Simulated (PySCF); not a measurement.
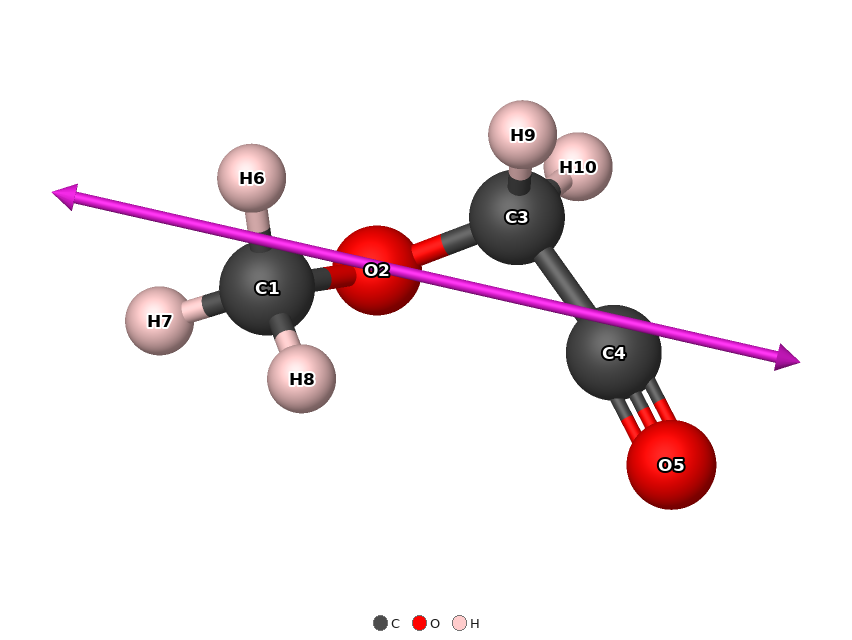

The double arrow shows the direction of the transition dipole to excited singlet state 1 (its length means nothing). State: charge +1, singlet. Computed geometry: PBE0-D3(BJ)/def2-SVP optimisation. No frequency run is at hand to confirm it as a minimum. Level of theory: TDDFT PBE0/def2-SVPD, vertical, gas phase, core orbitals frozen in the response (PySCF 2.14.0).

Question: How is the transition polarised?

Answer: Close to the long direction C1···O5.

Question: Where does the transition lie, and how strong is it?

Answer: 4.49 eV (276 nm), oscillator strength 0.024, mainly HOMO → LUMO (weight 0.92); transition dipole 1.18 D.
